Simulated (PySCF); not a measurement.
SiAs (charge +1, triplet)

```yaml
atoms:
  - { symbol: Si, position_ang: [0.0000, 0.0000, -1.6994] }
  - { symbol: As, position_ang: [0.0000, 0.0000, 0.6346] }
```

Method: PBE0/cc-pVDZ(-PP), non-relativistic Hamiltonian with scalar-relativistic core potentials where named, at a bond length of 2.334 Å in PySCF 2.14.0.

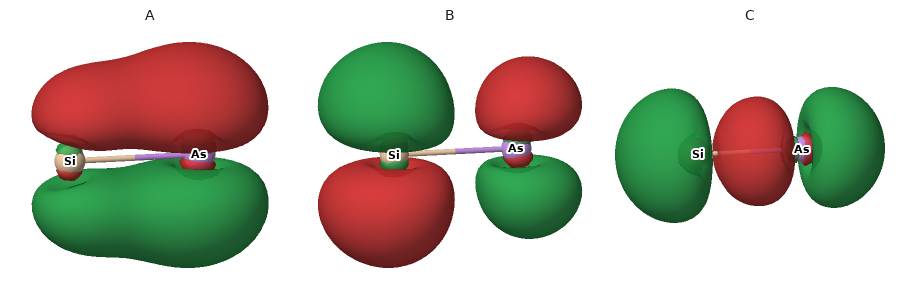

Figure 1. Three frontier α-spin orbitals, each drawn at the value that holds 80 % of its norm (green and red are the two phases), in no order; of a degenerate pair one member is drawn.

> Name the orbitals and rank them from lowest to highest energy.

Orbital A: π, occupied in this spin, −13.73 eV; mainly on As (70 %).
Orbital C: σ, occupied in this spin, −13.37 eV; shared between the atoms (Si 50 %, As 50 %).
Orbital B: π, empty in this spin, −9.05 eV; mainly on Si (70 %).

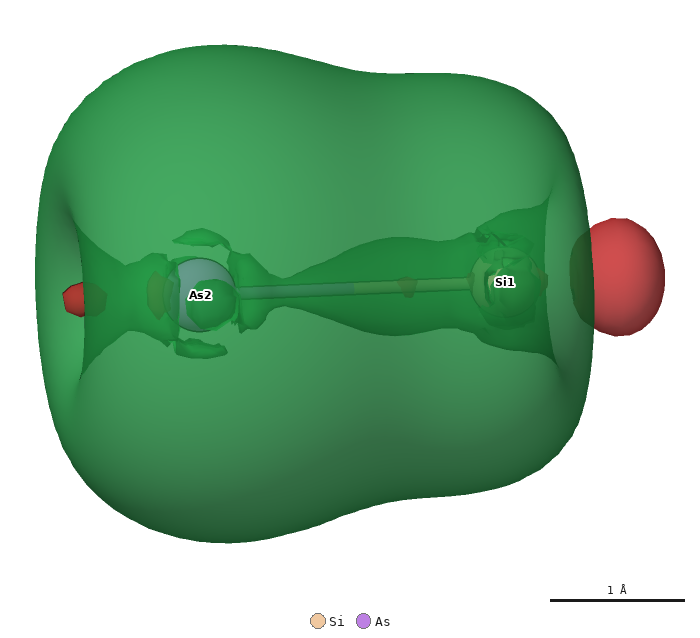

Figure 2. Isosurfaces of the spin density (α minus β) at +0.015 (green) and −0.015 e/Å³ (red), seen from one side.

> Where is the unpaired spin?

The unpaired spin (2 electrons) lies mostly on As2 (about 1.5) and Si1 (about 0.5), in electrons by Hirshfeld's partition.

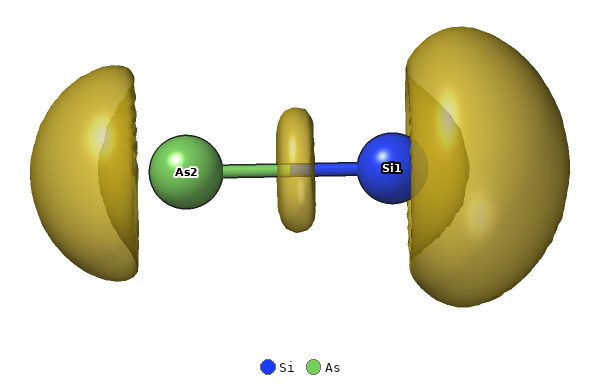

Figure 3. Isosurface of the ELF at 0.8 (yellow), seen from one side. Core shells and regions of very low density are left out.

> What do the ELF domains correspond to?

At this value the surface marks out one region between bonded As–Si atoms (shared pairs), one lobe on As, pointing away from the bonds (non-bonding electrons) and one lobe on Si, pointing away from the bonds (non-bonding electrons). Along the contacts the grid gives the following. Si–As (2.33 Å): the ELF peaks at about 0.90 between the atoms, as expected for localised, covalent bonding.

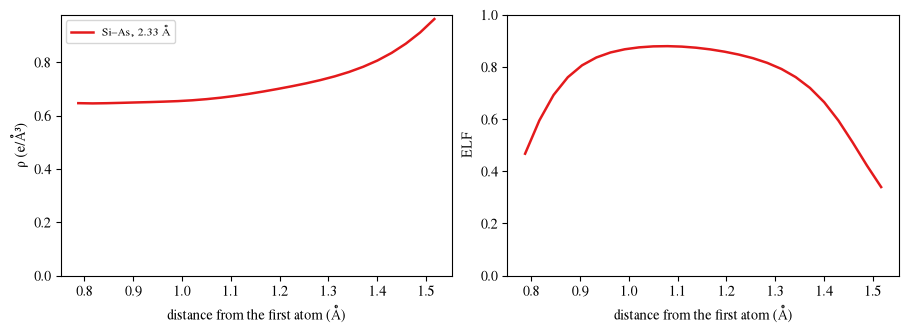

Figure 4. Electron density and electron localisation function along straight lines between neighbouring atoms. The curves leave out the atomic cores.

> What kind of bonding do the profiles show?

Si–As (2.33 Å): ρ at the midpoint is about 0.69 e/Å³; the ELF peaks at about 0.90 between the atoms (localised, covalent bonding).
